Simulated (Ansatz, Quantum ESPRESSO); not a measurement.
# F-SiSi-F chair, 1 layer: the dipole at a withheld member of a series

**Set-up.** Quantum ESPRESSO 7.5, PBE, GBRV ultrasoft. Cell and atoms are relaxed without a field with a D3(BJ) correction and then held. Sawtooth field with dipole correction, 17 Å of vacuum in the starting cell, Fermi-Dirac smearing of 0.002 Ry; bands along a path at each field. The series steps the field along the normal.

| field along the normal | dipole (e Å) |
| --- | --- |
| 0 V/Å | 0.0000 |
| 0.05 V/Å | 0.0122 |
| 0.1 V/Å | 0.0246 |
| 0.2 V/Å | 0.0491 |
| 0.3 V/Å | 0.0736 |

One more run was made and is withheld. What is the dipole at 0.4 V/Å?

**Worked estimate.** The rows at 0.2 V/Å and 0.3 V/Å give a slope of (0.0736 − (0.0491))/(0.3 − (0.2)) = 0.245, so a straight line gives 0.0981 e Å. A parabola through these and the row at 0.1 V/Å gives 0.0981 e Å.

What the calculation gave: 0.0982 e Å. The line misses by −0.0001 and the parabola by −0.0001 e Å. Both misses are under 5 % of the step from the nearer row.

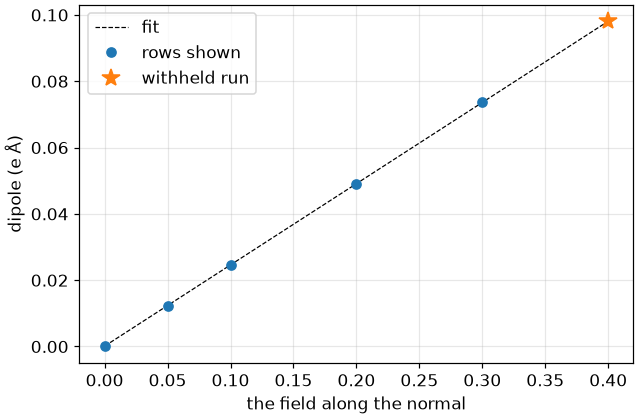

The rows shown, the fit and the withheld run.

**Limits.** Ions are held; semilocal gaps are too small; in strong fields empty levels can belong to the vacuum; one stacking. Members without a usable value, or on the other side of zero field or charge, are not listed.
